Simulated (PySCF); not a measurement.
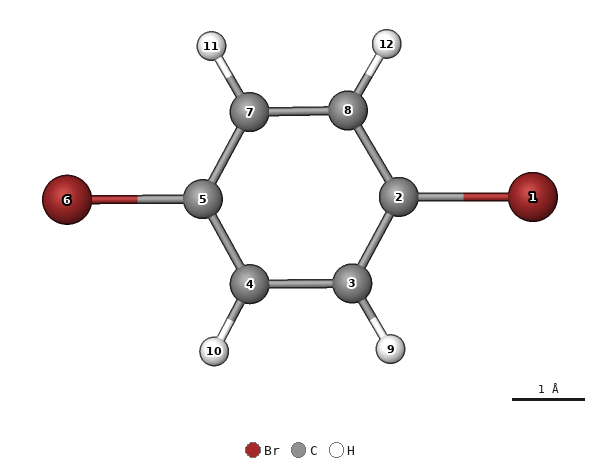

Fig. 1: The starting structure (ball-and-stick view, seen on its broad side; atoms are numbered from 1 in the order of the input). Bond lengths as drawn: Br–C 1.88 to 1.90 Å, C–C 1.36 to 1.44 Å and C–H 1.06 to 1.08 Å.

**Run report: C$_{6}$H$_{4}$Br$_{2}$, geometry relaxation**

C$_{6}$H$_{4}$Br$_{2}$ (1,4-dibromobenzene), SMILES Brc1ccc(Br)cc1, computed with PBE0-D3(BJ)/def2-SVP geometry optimisation, gas phase (PySCF 2.14.0).

It belongs to a series of runs on one base structure; here: H on C replaced by Br.

Log
```
step   0  E = -5377.71007219  max force = 0.054866
step   1  E = -5377.71327862  max force = 0.012013
step   2  E = -5377.71444213  max force = 0.001607
step   3  E = -5377.71445733  max force = 0.001557
step   4  E = -5377.71449090  max force = 0.000570
step   5  E = -5377.71448685  max force = 0.000626
step   6  E = -5377.71449128  max force = 0.000180
optimisation converged
```

Trajectory as extended XYZ (Å, eV, eV/Å), 7 frames, from step=0 to step=6
```
12
Properties=species:S:1:pos:R:3:forces:R:3 step=0 energy=-146334.94468
Br   -3.2532   -0.0008    0.0505   -0.2357   0.1456   0.0042
C    -1.3766    0.0055    0.0163   -0.0593   0.3493  -0.0896
C    -0.7196   -1.2040    0.0425    2.3044   0.5529   0.0903
C     0.7165   -1.2094    0.0272   -2.8213  -0.2543  -0.0208
C     1.3687   -0.0168   -0.0336    1.5526   0.3654   0.0510
Br    3.2694   -0.0204   -0.0551   -0.0941   0.0303  -0.0083
C     0.7094    1.1994   -0.0552   -0.5529  -0.0818  -0.0690
C    -0.6674    1.2171   -0.0393   -0.5622  -0.5621   0.0955
H    -1.2515   -2.1233    0.1118   -0.5181  -0.8734  -0.0012
H     1.2178   -2.1493    0.0660    0.5979  -0.7466   0.0069
H     1.2404    2.1259   -0.0880    0.5549   0.6696  -0.0353
H    -1.2141    2.1479   -0.0521   -0.1663   0.4052  -0.0236
12
Properties=species:S:1:pos:R:3:forces:R:3 step=1 energy=-146335.03193
Br   -3.6363   -0.1433    0.7547    0.1336  -0.0214  -0.0044
C    -1.7895   -0.1788    0.3540   -0.0132  -0.0153   0.0693
C    -1.1084   -1.3965    0.3127   -0.3887  -0.2253  -0.4614
C     0.2276   -1.4242   -0.0760    0.3427   0.0635   0.6177
C     0.9211   -0.2223   -0.2566   -0.3845  -0.1718  -0.2590
Br    2.7454   -0.2553   -0.6935    0.1491   0.0038   0.0081
C     0.2463    0.9949   -0.1754    0.1684   0.0996   0.0770
C    -1.1174    1.0150    0.1007   -0.0872   0.0890   0.1040
H    -1.6542   -2.3333    0.4940    0.1763   0.2192   0.0093
H     0.7637   -2.3764   -0.1262   -0.0648   0.0656  -0.0919
H     0.7925    1.9335   -0.3032   -0.0584  -0.0633  -0.0983
H    -1.6543    1.9661    0.1341    0.0267  -0.0437   0.0297
12
Properties=species:S:1:pos:R:3:forces:R:3 step=2 energy=-146335.06359
Br   -3.6252   -0.1591    0.7643   -0.0368   0.0347   0.0021
C    -1.7884   -0.1773    0.3475   -0.0298  -0.0357   0.0235
C    -1.1210   -1.3994    0.2720   -0.0093   0.0279  -0.0224
C     0.2364   -1.4213   -0.0328    0.0827   0.0215  -0.0004
C     0.9129   -0.2226   -0.2655   -0.0772  -0.0497   0.0146
Br    2.7481   -0.2624   -0.6886    0.0130   0.0233   0.0054
C     0.2427    0.9981   -0.1900    0.0435  -0.0037   0.0647
C    -1.1143    1.0221    0.1245    0.0106  -0.0314  -0.0598
H    -1.6623   -2.3317    0.4449    0.0231   0.0202   0.0191
H     0.7725   -2.3709   -0.0817   -0.0113   0.0079  -0.0325
H     0.7823    1.9317   -0.3594   -0.0095  -0.0093  -0.0331
H    -1.6470    1.9727    0.1841    0.0010  -0.0057   0.0188
12
Properties=species:S:1:pos:R:3:forces:R:3 step=3 energy=-146335.06400
Br   -3.6319   -0.1384    0.7659    0.0316  -0.0475  -0.0063
C    -1.7938   -0.1816    0.3498    0.0800   0.0181  -0.0164
C    -1.1188   -1.3994    0.2705   -0.0799  -0.0498   0.0338
C     0.2399   -1.4234   -0.0337    0.0105   0.0503  -0.0224
C     0.9145   -0.2247   -0.2638   -0.0172  -0.0090   0.0118
Br    2.7519   -0.2483   -0.6828   -0.0066  -0.0120   0.0045
C     0.2422    0.9939   -0.1865   -0.0161   0.0059   0.0173
C    -1.1157    1.0145    0.1238    0.0166   0.0608  -0.0245
H    -1.6552   -2.3323    0.4483   -0.0049  -0.0248   0.0067
H     0.7735   -2.3734   -0.0930   -0.0104  -0.0049  -0.0037
H     0.7777    1.9277   -0.3651   -0.0040   0.0024  -0.0045
H    -1.6475    1.9652    0.1859    0.0004   0.0105   0.0038
12
Properties=species:S:1:pos:R:3:forces:R:3 step=4 energy=-146335.06492
Br   -3.6278   -0.1509    0.7660   -0.0012   0.0008   0.0007
C    -1.7900   -0.1804    0.3497   -0.0002  -0.0107   0.0007
C    -1.1203   -1.4010    0.2726    0.0088   0.0293  -0.0040
C     0.2375   -1.4215   -0.0358    0.0097  -0.0117  -0.0001
C     0.9128   -0.2230   -0.2626    0.0016  -0.0070  -0.0028
Br    2.7504   -0.2514   -0.6794    0.0031  -0.0044  -0.0004
C     0.2432    0.9969   -0.1851   -0.0169   0.0000  -0.0032
C    -1.1150    1.0179    0.1219   -0.0020   0.0125   0.0060
H    -1.6565   -2.3339    0.4530   -0.0019  -0.0049  -0.0015
H     0.7707   -2.3713   -0.0995    0.0023  -0.0047   0.0014
H     0.7793    1.9300   -0.3657    0.0004   0.0013   0.0030
H    -1.6477    1.9682    0.1842   -0.0036  -0.0006   0.0003
12
Properties=species:S:1:pos:R:3:forces:R:3 step=5 energy=-146335.06481
Br   -3.6273   -0.1546    0.7667   -0.0037   0.0031   0.0012
C    -1.7895   -0.1796    0.3498   -0.0065  -0.0056   0.0020
C    -1.1183   -1.3992    0.2719   -0.0108  -0.0233   0.0023
C     0.2394   -1.4228   -0.0365   -0.0164   0.0322   0.0035
C     0.9123   -0.2231   -0.2632    0.0076  -0.0082  -0.0024
Br    2.7500   -0.2522   -0.6800    0.0032   0.0086  -0.0017
C     0.2412    0.9965   -0.1852    0.0118   0.0232  -0.0045
C    -1.1168    1.0201    0.1227    0.0145  -0.0305  -0.0002
H    -1.6550   -2.3321    0.4518   -0.0026   0.0001   0.0002
H     0.7725   -2.3729   -0.0994   -0.0029   0.0030   0.0000
H     0.7778    1.9295   -0.3649    0.0037   0.0005  -0.0005
H    -1.6497    1.9703    0.1855    0.0021  -0.0033   0.0001
12
Properties=species:S:1:pos:R:3:forces:R:3 step=6 energy=-146335.06493
Br   -3.6277   -0.1521    0.7662   -0.0016   0.0009   0.0008
C    -1.7898   -0.1799    0.3497   -0.0020  -0.0072   0.0009
C    -1.1194   -1.4000    0.2723   -0.0027   0.0007   0.0004
C     0.2384   -1.4222   -0.0360   -0.0038   0.0093   0.0015
C     0.9126   -0.2232   -0.2627    0.0043  -0.0038  -0.0033
Br    2.7503   -0.2523   -0.6795    0.0028   0.0025  -0.0008
C     0.2424    0.9967   -0.1850   -0.0027   0.0067  -0.0062
C    -1.1158    1.0189    0.1221    0.0071  -0.0060   0.0045
H    -1.6559   -2.3329    0.4527   -0.0022  -0.0022  -0.0014
H     0.7714   -2.3722   -0.0997   -0.0006  -0.0002   0.0016
H     0.7787    1.9297   -0.3655    0.0022   0.0009   0.0023
H    -1.6486    1.9692    0.1845   -0.0008  -0.0018  -0.0002
```

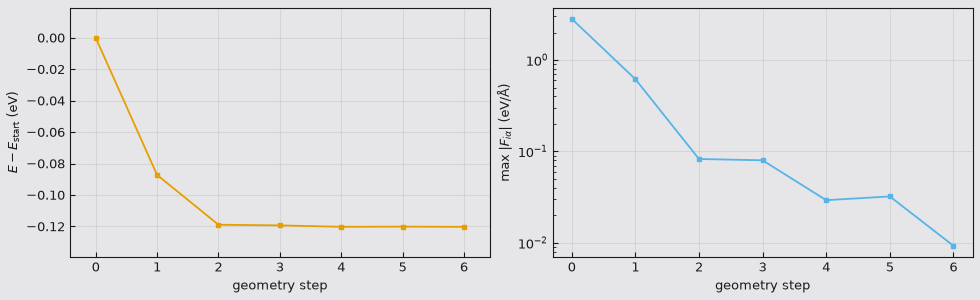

Fig. 2: Progress of the relaxation, step by step (steps are counted from 0).

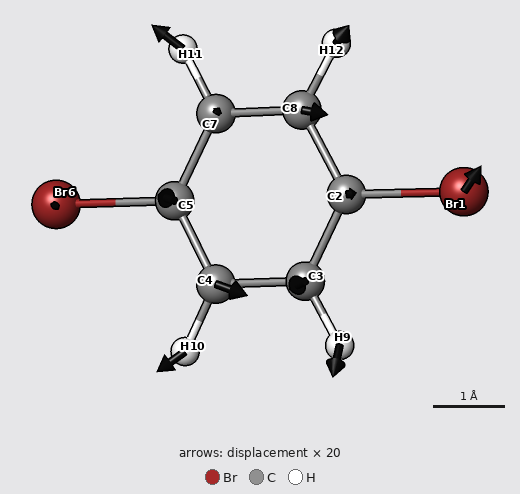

Fig. 3: The starting structure with the displacements as black arrows, magnified 20 times (ball-and-stick view, seen at a tilt). The two geometries are laid on each other by the best rigid fit. The largest move after the best rigid fit is that of H11, 0.028 Å. Largest moves by element: H 0.028 Å, C 0.026 Å, Br 0.023 Å. Distances before and after: C3–C4 1.436 → 1.393 Å, C4–C5 1.361 → 1.394 Å, C3–H9 1.064 → 1.091 Å, C4–H10 1.066 → 1.091 Å. Among the angles that change: C5–C4–H10 123.3° → 120.2°, C4–C5–C7 122.9° → 120.7°. After 6 geometry steps the energy has fallen by 0.120 eV. Largest force component: 2.8 eV/Å at the start, 0.0093 eV/Å at the end. (Atoms are counted from 1 in the order of the input.)

This output came from the following input.

The input
```
{"job": {"xc": "PBE0", "basis": "def2-SVP", "d3": "d3bj", "grid": 1, "shake": 0.01, "kind": "geom"}, "charge": 0, "multiplicity": 1}
Br    -3.253210    -0.000800     0.050460
C     -1.376610     0.005480     0.016280
C     -0.719570    -1.204020     0.042490
C      0.716530    -1.209430     0.027190
C      1.368690    -0.016800    -0.033560
Br     3.269350    -0.020370    -0.055080
C      0.709380     1.199430    -0.055210
C     -0.667360     1.217090    -0.039320
H     -1.251550    -2.123350     0.111810
H      1.217790    -2.149300     0.066020
H      1.240380     2.125910    -0.088030
H     -1.214120     2.147890    -0.052060
```

The first line tells a small driver script what to run in PySCF; the rest is the geometry in Å.

Run as:
```bash
OMP_NUM_THREADS=1 python <driver script> task.json out
```

Summary

```csv
quantity,value
outcome,converged
total energy,−5377.714491 hartree
dipole moment,0.00 D
point group,D2h
hardware,"1 CPU thread, shared host"
wall time,81 s
peak memory,0.78 GiB
```
